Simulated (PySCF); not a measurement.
# C₅H₇FO: circular dichroism and optical rotation

Aim: compute the circular dichroism and optical rotation of C₅H₇FO (`F[C@@H]1CC[C@@H]2O[C@H]12`).

Programs: PySCF 2.14.0, with routines of our own; each step states its level. All values are computed. Atoms count from 0.

## (1) The starting structure

14 atoms, charge 0, multiplicity 1; geometry from: GFN2-xTB.

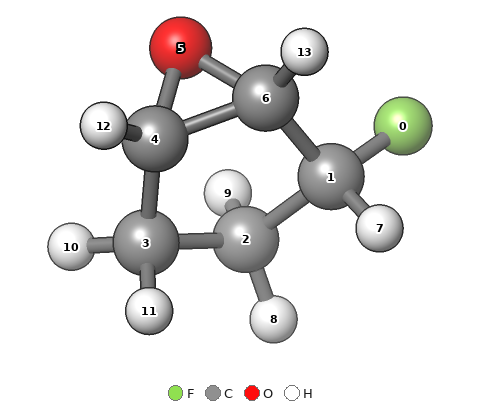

The starting geometry (fluorine green, carbon grey, oxygen red, hydrogen white).

## (2) Circular dichroism and optical rotation: TDDFT LC-wPBE/def2-SVPD

The job: settings as JSON, then the geometry in Å.

```
{"job": {"kind": "ecd", "xc": "LC-wPBE", "basis": "def2-SVPD", "nstates": 16}, "charge": 0, "multiplicity": 1}
F      0.382301    -0.168075    -2.412130
C      0.153757    -0.550432    -1.111530
C     -1.059851     0.175655    -0.516297
C     -0.799630     0.223469     0.995423
C      0.713712     0.266844     1.090194
O      1.325059     1.160836     0.209083
C      1.292885    -0.182241    -0.177959
H      0.030248    -1.641278    -1.133472
H     -1.997384    -0.313785    -0.769016
H     -1.066571     1.186341    -0.925173
H     -1.265033     1.091352     1.460195
H     -1.161515    -0.679197     1.490091
H      1.205409     0.117085     2.043329
H      2.245932    -0.687046    -0.264904
```

With the program's defaults for keys left out, this is: TDDFT LC-wPBE/def2-SVPD circular dichroism and optical rotation, one conformer, gas phase.

On the command line:

```bash
$ OMP_NUM_THREADS=1 python excited_run.py task.json out
```

One launch serves the whole session: the jobs run in the order shown.

Output:

```text
coarse grid: 11944 points
cycle   1  E = -369.1129110893  dE =  1.641e+00  |g| = 7.800e-01  |ddm| = 5.235e+00
cycle   2  E = -369.0966360968  dE =  1.627e-02  |g| = 9.123e-01  |ddm| = 2.055e+00
cycle   3  E = -369.2377229899  dE = -1.411e-01  |g| = 6.130e-02  |ddm| = 1.118e+00
cycle   4  E = -369.2385361905  dE = -8.132e-04  |g| = 2.417e-02  |ddm| = 1.402e-01
cycle   5  E = -369.2386621232  dE = -1.259e-04  |g| = 9.728e-03  |ddm| = 5.673e-02
cycle   6  E = -369.2386853184  dE = -2.320e-05  |g| = 2.370e-03  |ddm| = 1.649e-02
cycle   7  E = -369.2386864841  dE = -1.166e-06  |g| = 5.933e-04  |ddm| = 4.914e-03
final grid: 116456 points
cycle   8  E = -369.3120543797  dE = -3.547e-05  |g| = 1.043e-02  |ddm| = 9.634e-02
cycle   9  E = -369.3120506493  dE =  3.730e-06  |g| = 1.184e-02  |ddm| = 2.353e-02
cycle  10  E = -369.3120720744  dE = -2.143e-05  |g| = 4.503e-04  |ddm| = 1.052e-02
cycle  11  E = -369.3120721111  dE = -3.664e-08  |g| = 2.862e-04  |ddm| = 1.338e-03
cycle  12  E = -369.3120721278  dE = -1.676e-08  |g| = 7.002e-05  |ddm| = 5.289e-04
cycle  13  E = -369.3120721289  dE = -1.048e-09  |g| = 1.912e-05  |ddm| = 1.330e-04
cycle  14  E = -369.3120721290  dE = -1.370e-10  |g| = 3.971e-06  |ddm| = 6.197e-05
converged SCF energy = -369.3120721290

Singlet excitations and rotatory strengths (1e-40 esu^2 cm^2)
state   eV       nm     f(len)   f(vel)    R(len)    R(vel)   main configurations
  1   8.3934   147.7  0.00100  0.00101     1.783     2.019   H->L+1 0.31, H->L+9 0.22, H->L+3 0.11
  2   8.5160   145.6  0.01170  0.01158     8.651     8.172   H->L 0.61, H->L+3 0.09
  3   8.9965   137.8  0.03707  0.04058    -9.169   -11.257   H->L+2 0.36, H->L+3 0.17
  4   9.2605   133.9  0.03984  0.03779    25.860    25.775   H-1->L 0.52, H->L+2 0.14
  5   9.3509   132.6  0.01382  0.01279   -29.725   -28.574   H->L+1 0.21, H-1->L 0.20, H->L+9 0.17
  6   9.4721   130.9  0.03298  0.03133   -33.785   -31.567   H-1->L+1 0.25, H->L+3 0.14, H->L+2 0.12
  7   9.6001   129.1  0.03915  0.03701     6.878     6.029   H-1->L+1 0.16, H->L+3 0.11, H->L+1 0.10
  8   9.7860   126.7  0.01365  0.01345     5.188     4.730   H-2->L+1 0.27, H-1->L+3 0.24, H-2->L 0.11
  9   9.8495   125.9  0.00878  0.00935   -10.560   -10.165   H->L+4 0.29, H-1->L+2 0.20
 10   9.9278   124.9  0.00714  0.00913     9.974    11.511   H-1->L+2 0.33, H->L+4 0.12, H-1->L+1 0.10
 11  10.0982   122.8  0.05420  0.05653    17.268    15.555   H-1->L+3 0.17, H-2->L+1 0.11
 12  10.2146   121.4  0.01931  0.02013     6.245     5.968   H->L+6 0.22, H->L+7 0.14, H-3->L+1 0.11
 13  10.3256   120.1  0.01250  0.01194    44.180    44.362   H-2->L 0.21, H->L+6 0.11, H->L+4 0.09
 14  10.4005   119.2  0.00452  0.00533    11.679    12.982   H->L+4 0.17, H-3->L+1 0.13, H-2->L 0.11
 15  10.4569   118.6  0.04923  0.05451    -3.797    -5.113   H->L+5 0.51
 16  10.5320   117.7  0.02198  0.02084     8.057     8.004   H-3->L 0.38

Specific rotation (deg / (dm g/mL))
    nm     length   length(OI)   velocity    alpha(len)  alpha(vel)
  633.0      19.05      20.28      17.30       56.793     56.314
  589.3      22.12      23.57      20.09       56.929     56.449
  546.0      25.98      27.69      23.59       57.099     56.617
  436.0      42.13      45.02      38.23       57.794     57.309
  405.0      49.57      53.04      44.96       58.108     57.621
  365.0      62.66      67.18      56.80       58.647     58.158
  355.0      66.79      71.66      60.52       58.814     58.324
```

Wall time 1.8 min (1 thread of Arm Neoverse N1, shared host); peak memory 0.84 GiB.

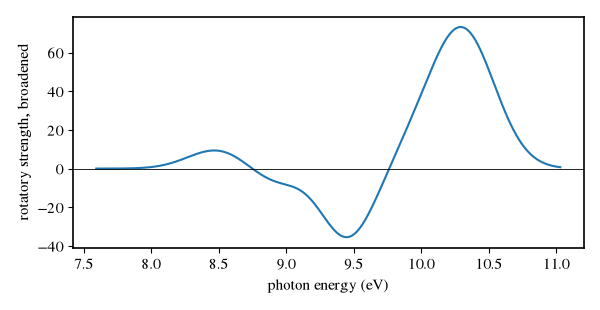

Circular dichroism: velocity-form rotatory strengths under Gaussians of 0.3 eV half-width at 1/e.

## (3) Outcome

| quantity | value |
| --- | --- |
| state of largest rotatory strength (velocity form) among 16 (step 2, TDDFT LC-wPBE/def2-SVPD) | 10.33 eV, R = +44.4 (velocity), +44.2 (length) ·10⁻⁴⁰ esu² cm² |
| specific rotation at 633.0 nm (step 2, TDDFT LC-wPBE/def2-SVPD) | 17.3 (velocity), 19.1 (length) |

What this shows: Rotations belong to one conformer. The length form depends on the origin in a finite basis.
